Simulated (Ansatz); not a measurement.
# CH8OSi2 (SMILES C[SiH2][SiH2]O): levels of theory compared

Wanted: a comparison of 6 runs (HF/3-21G, HF/6-31G*, B2PLYP/6-31G*, BHLYP/6-31G*, BLYP/6-31G*, MP2/6-31G*) of CH8OSi2. 

The results are computed with Ansatz 0.2.0.

88 further runs of the same task are left out: 88 set aside as unsound or not needed. Runs told in other sessions of the task aren't counted.

## Step 1: Starting point

The species is CH8OSi2 (12 atoms), meant as a singlet with charge 0. SMILES: `C[SiH2][SiH2]O`. The Si3–H10 distance was set to 1.944 Å, away from the relaxed value.

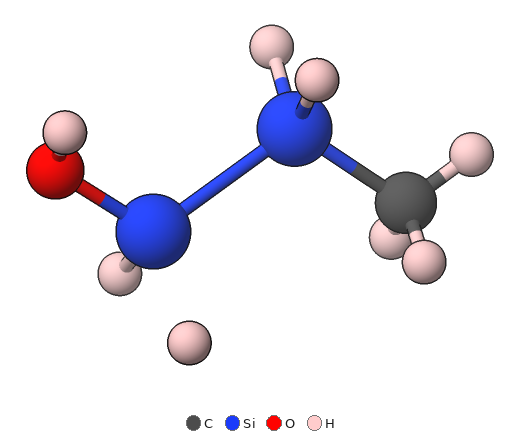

Viewed from a chosen angle; carbon dark grey, silicon blue, oxygen red, hydrogen pink.

## Step 2: A single-point energy at HF/3-21G (run 1)

File job.yaml:

```yaml
crystal:
  periodic: [false, false, false]
  atoms:
    - {symbol: C, position_ang: [-1.615405, 1.233587, 0.094866]}
    - {symbol: Si, position_ang: [-0.644305, -0.085813, 1.013666]}
    - {symbol: Si, position_ang: [0.678095, -1.355413, -0.453734]}
    - {symbol: O, position_ang: [1.617595, -2.471913, 0.328666]}
    - {symbol: H, position_ang: [-0.944305, 1.906187, -0.443434]}
    - {symbol: H, position_ang: [-2.210305, 1.830087, 0.789866]}
    - {symbol: H, position_ang: [-2.294805, 0.779987, -0.630234]}
    - {symbol: H, position_ang: [-1.570005, -0.981713, 1.764166]}
    - {symbol: H, position_ang: [0.255095, 0.552687, 2.021566]}
    - {symbol: H, position_ang: [1.768000, -0.141100, -1.510100]}
    - {symbol: H, position_ang: [-0.163105, -2.139613, -1.394634]}
    - {symbol: H, position_ang: [2.174995, -2.154413, 1.040066]}
basis:
  gaussian:
    orbitals: 3-21G.json
output: {orbitals: {seedname: orbitals}}
hamiltonian:
  xc: hf
accuracy: high
```

The basis set 3-21G is read from a file made from the Basis Set Exchange's data (not shown).

Run with:

```
$ ansatz run job.yaml --threads 1 --pin off --max-ram 2610MiB --events-out events.jsonl --progress --plain --runs-dir runs
```

Log:

```text
Warning: RAYON_NUM_THREADS=1 ignored (pool sized by the plan → 1); use --threads N
Functional definition: HF
  name "HF"
  exchange = exact_x
  correlation = 0
1420 factors; integrals over basis functions are off by at most 2.1e-8 eV
mean field evaluation 1: about -18814.7850 eV, gradient 3.3e1 eV
mean field evaluation 2: about -18815.1060 eV, gradient 3.3e1 eV
mean field evaluation 4: about -18817.4375 eV, gradient 2.4e0 eV
mean field evaluation 8: about -18817.4653 eV, gradient 1.3e-1 eV
mean field evaluation 16: about -18817.4654 eV, gradient 3.0e-8 eV
mean field -18817.46537865 eV, -691.5290977291 hartree, gradient 3.0e-8 eV, S^2 0.000000; 0 other end points of the search recorded, 0 dependent functions left out
reference -18817.46537865 eV, -691.5290977291 hartree; 25, 25 occupied and 35, 35 virtual orbitals, 1420 factors
Total energy: -18817.46537865 eV, -691.5290977291 hartree
```

Wall time 0.66 s (1 thread of Intel Xeon 6975P-C (Granite Rapids), shared host); peak memory 0.15 GiB.

## Step 3: The energy at HF/6-31G(d) (spherical functions) (run 2)

File input.yaml:

```yaml
crystal:
  periodic: [false, false, false]
  atoms:
    - symbol: C
      position_ang: [-1.615405, 1.233587, 0.094866]
    - symbol: Si
      position_ang: [-0.644305, -0.085813, 1.013666]
    - symbol: Si
      position_ang: [0.678095, -1.355413, -0.453734]
    - symbol: O
      position_ang: [1.617595, -2.471913, 0.328666]
    - symbol: H
      position_ang: [-0.944305, 1.906187, -0.443434]
    - symbol: H
      position_ang: [-2.210305, 1.830087, 0.789866]
    - symbol: H
      position_ang: [-2.294805, 0.779987, -0.630234]
    - symbol: H
      position_ang: [-1.570005, -0.981713, 1.764166]
    - symbol: H
      position_ang: [0.255095, 0.552687, 2.021566]
    - symbol: H
      position_ang: [1.768000, -0.141100, -1.510100]
    - symbol: H
      position_ang: [-0.163105, -2.139613, -1.394634]
    - symbol: H
      position_ang: [2.174995, -2.154413, 1.040066]
basis:
  gaussian:
    orbitals: 6-31G_st_-spherical.json
accuracy: high
hamiltonian:
  xc: hf
output:
  orbitals: {seedname: orbitals}
```

The basis set 6-31G* is read from a file made from the Basis Set Exchange's data (not shown).

Run with:

```
$ ansatz run input.yaml --threads 1 --pin off --max-ram 2610MiB --events-out events.jsonl --progress --plain --runs-dir runs
```

Log:

```text
Warning: RAYON_NUM_THREADS=1 ignored (pool sized by the plan → 1); use --threads N
[... 4 set-up lines as earlier in the session ...]
1897 factors; integrals over basis functions are off by at most 3.9e-9 eV
mean field evaluation 1: about -18914.4041 eV, gradient 3.5e1 eV
mean field evaluation 2: about -18914.5053 eV, gradient 3.6e1 eV
mean field evaluation 4: about -18917.5190 eV, gradient 3.4e0 eV
mean field evaluation 8: about -18917.5664 eV, gradient 1.7e-1 eV
mean field -18917.56654262 eV, -695.2077476540 hartree, gradient 8.1e-8 eV, S^2 0.000000; 0 other end points of the search recorded, 0 dependent functions left out
reference -18917.56654262 eV, -695.2077476540 hartree; 25, 25 occupied and 55, 55 virtual orbitals, 1897 factors
Total energy: -18917.56654262 eV, -695.2077476540 hartree
```

It took 1.8 s on 1 thread of Intel Xeon 6975P-C (Granite Rapids), shared host; peak memory 0.23 GiB.

Runs 3 to 5 aren't shown in full; the table further down has their settings and results.

## Step 4: A single-point energy at MP2/6-31G(d) (spherical functions) (run 6)

File input.yaml:

```yaml
crystal:
  periodic: [false, false, false]
  atoms:
    - {symbol: C, position_ang: [-1.615405, 1.233587, 0.094866]}
    - {symbol: Si, position_ang: [-0.644305, -0.085813, 1.013666]}
    - {symbol: Si, position_ang: [0.678095, -1.355413, -0.453734]}
    - {symbol: O, position_ang: [1.617595, -2.471913, 0.328666]}
    - {symbol: H, position_ang: [-0.944305, 1.906187, -0.443434]}
    - {symbol: H, position_ang: [-2.210305, 1.830087, 0.789866]}
    - {symbol: H, position_ang: [-2.294805, 0.779987, -0.630234]}
    - {symbol: H, position_ang: [-1.570005, -0.981713, 1.764166]}
    - {symbol: H, position_ang: [0.255095, 0.552687, 2.021566]}
    - {symbol: H, position_ang: [1.768000, -0.141100, -1.510100]}
    - {symbol: H, position_ang: [-0.163105, -2.139613, -1.394634]}
    - {symbol: H, position_ang: [2.174995, -2.154413, 1.040066]}
basis:
  gaussian:
    orbitals: 6-31G_st_-spherical.json
accuracy: high
correlation:
  method: mp2
  frozen_orbitals: {C: 1, H: 0, O: 1, Si: 5}
```

The basis set 6-31G* is read from a file made from the Basis Set Exchange's data (not shown).

Run with:

```
$ ansatz run input.yaml --threads 1 --pin off --max-ram 2610MiB --events-out events.jsonl --progress --plain --runs-dir runs
```

Log:

```text
Warning: RAYON_NUM_THREADS=1 ignored (pool sized by the plan → 1); use --threads N
[... 4 set-up lines as earlier in the session ...]
1897 factors; integrals over basis functions are off by at most 3.9e-9 eV
mean field evaluation 1: about -18914.4041 eV, gradient 3.5e1 eV
mean field evaluation 2: about -18914.5053 eV, gradient 3.6e1 eV
mean field evaluation 4: about -18917.5190 eV, gradient 3.4e0 eV
mean field evaluation 8: about -18917.5664 eV, gradient 1.7e-1 eV
mean field -18917.56654262 eV, -695.2077476540 hartree, gradient 8.1e-8 eV, S^2 0.000000; 0 other end points of the search recorded, 0 dependent functions left out
12 core orbitals not correlated: weight in the atoms' cores, before any rotation towards them, 1.000 or more for the frozen orbitals, at most 0.000 for the correlated occupied ones
reference -18917.56654262 eV, -695.2077476540 hartree; 13, 13 occupied and 55, 55 virtual orbitals, 1897 factors
second order -12.82239709 eV of doubles, -0.00000000 eV of singles
Total energy: -18930.38893971 eV, -695.6789620557 hartree
```

It took 2 s on 1 thread of Intel Xeon 6975P-C (Granite Rapids), shared host; peak memory 0.22 GiB.

## Step 5: All runs side by side

| run | level | frozen core orbitals | energy (Eh) | HOMO energy (eV) | LUMO energy (eV) | HOMO–LUMO gap (eV) | wall time |
| --- | --- | --- | --- | --- | --- | --- | --- |
| 1 | HF/3-21G | – | -691.529098 | -10.08 | 3.10 | 13.17 | 0.66 s |
| 2 | HF/6-31G* (spherical functions) | – | -695.207748 | -10.17 | 2.86 | 13.03 | 1.8 s |
| 3 | B2PLYP/6-31G* (spherical functions) | 12 | -696.679360 | -8.40 | 0.94 | 9.34 | 8.1 s |
| 4 | BHLYP/6-31G* (spherical functions) | – | -697.012816 | -8.46 | 0.64 | 9.10 | 4.8 s |
| 5 | BLYP/6-31G* (spherical functions) | – | -697.016172 | -5.98 | -0.87 | 5.11 | 4.2 s |
| 6 | MP2/6-31G* (spherical functions) | 12 | -695.678962 | – | – | – | 2 s |

## Step 6: Results

```
                                           quantity          value
                                run 6: total energy  -695.67896 Eh
run 6: correlation energy (12 core orbitals frozen)     -471.2 mEh
```

**Reading.** Over runs 1, 2, 3, 4, 5 the HOMO–LUMO gap runs from 5.11 eV (BLYP/6-31G*) to 13.17 eV (HF/3-21G). The two ends differ in method and basis. Totals of different functionals can't be ranked against each other. All runs together took 22 s, the longest 8.1 s.
